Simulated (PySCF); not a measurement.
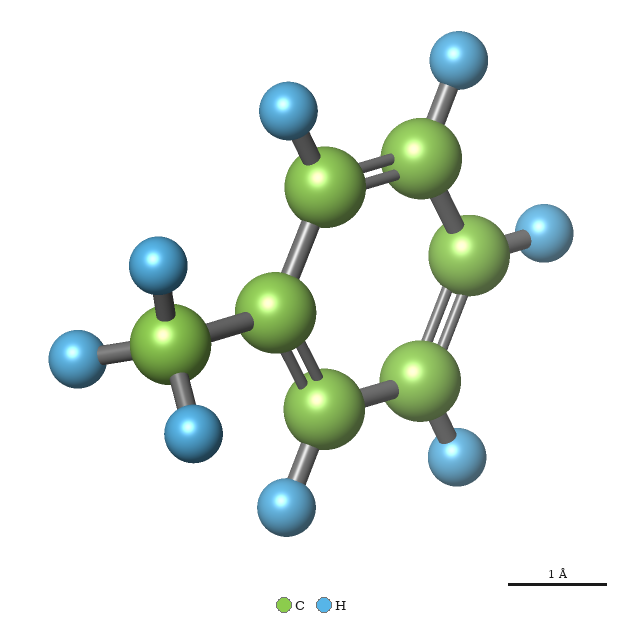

Ball-and-stick drawing of a structure. Double and triple bonds are drawn as two and three sticks.

Computed geometry: GFN2-xTB optimisation. No frequency run is at hand to confirm it as a minimum.

What does the picture show?

It has 15 atoms: 7 carbon and 8 hydrogen (C7H8). SMILES: `Cc1ccccc1`. Independent rings (smallest set): 1 of 6 members, 1 of them aromatic. Coordination: 1 C tetrahedral; 6 C trigonal planar.

More results for the same structure follow; atom numbers are the same in all pictures, views and colours differ.

**Shape**

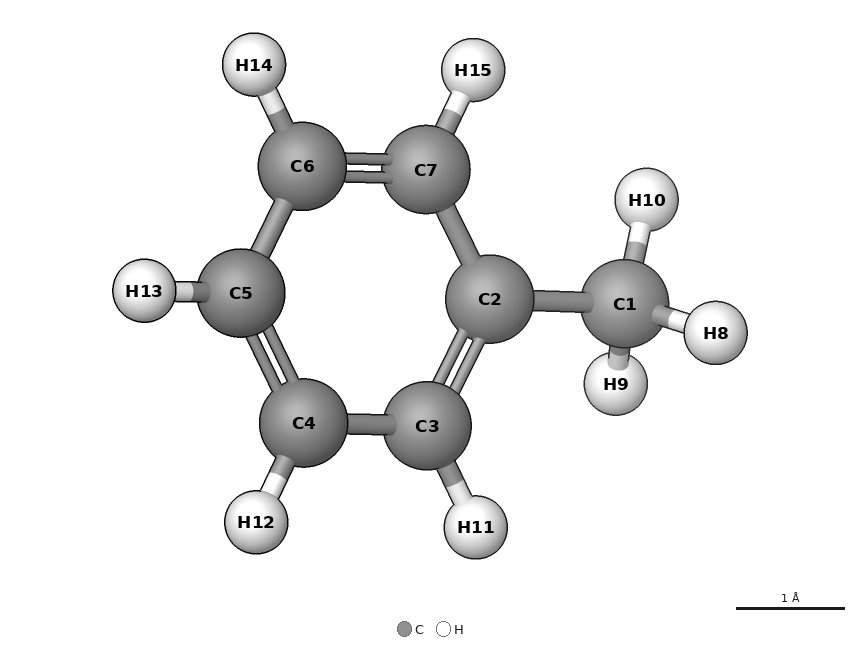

Numbered structure. No frequency run is at hand to confirm it as a minimum.

Which atoms are bonded, and how long are the bonds?

```csv
bond,length (Å),order
C1–C2,1.499,single
C1–H8,1.090,single
C1–H9,1.089,single
C1–H10,1.087,single
C2–C3,1.390,aromatic
C2–C7,1.388,aromatic
C3–C4,1.383,aromatic
C3–H11,1.081,single
C4–C5,1.385,aromatic
C4–H12,1.081,single
C5–C6,1.384,aromatic
C5–H13,1.080,single
C6–C7,1.384,aromatic
C6–H14,1.080,single
C7–H15,1.081,single
```

**Electronic properties**

No frequency run is at hand to confirm it as a minimum. Method: PBE0/pcSseg-1, gas phase (PySCF 2.14.0).

What does the calculation give?

- dipole moment: 0.41 D
- HOMO energy (Kohn–Sham orbital): −6.99 eV
- LUMO energy (Kohn–Sham orbital): −0.12 eV
- HOMO–LUMO gap: 6.87 eV

**Ring current**

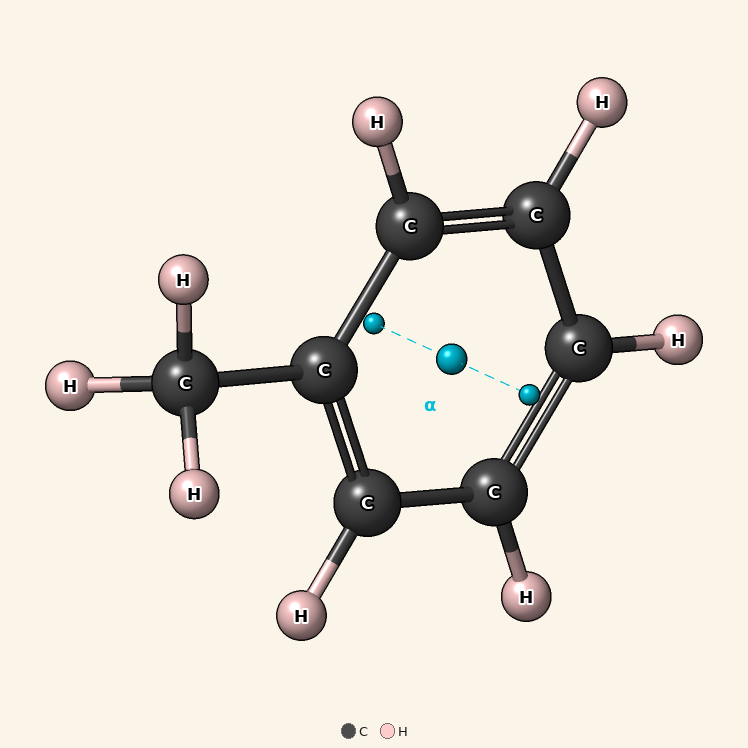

The small points mark where nucleus-independent chemical shifts (NICS) were computed: at the centre of each lettered ring and 1 Å above and below it. No frequency run is at hand to confirm it as a minimum. Properties computed with GIAO PBE0/pcSseg-1 NMR shielding, non-relativistic, gas phase (PySCF 2.14.0).

Give NICS(0), NICS(1) and the out-of-plane component NICS(1)zz for each ring (means of the two sides).

```
ring  members  NICS(0)  NICS(1)  NICS(1)zz
   α       C6     −8.6    −11.3      −28.8
```

Values in ppm.

Question: What do the values say about the ring currents?

Answer: Ring α: diatropic, as in an aromatic ring. NICS is one index among several.

**Charges**

The questions are on Hirshfeld charges. No frequency run is at hand to confirm it as a minimum. Method: PBE0/pcSseg-1, gas phase (PySCF 2.14.0).

Give the Hirshfeld charges atom by atom.

```csv
atom,value (e)
C1,−0.12
C2,0.01
C3,−0.06
C4,−0.05
C5,−0.06
C6,−0.05
C7,−0.06
H8,0.05
H9,0.05
H10,0.05
H11,0.05
H12,0.05
H13,0.05
H14,0.05
H15,0.05
```
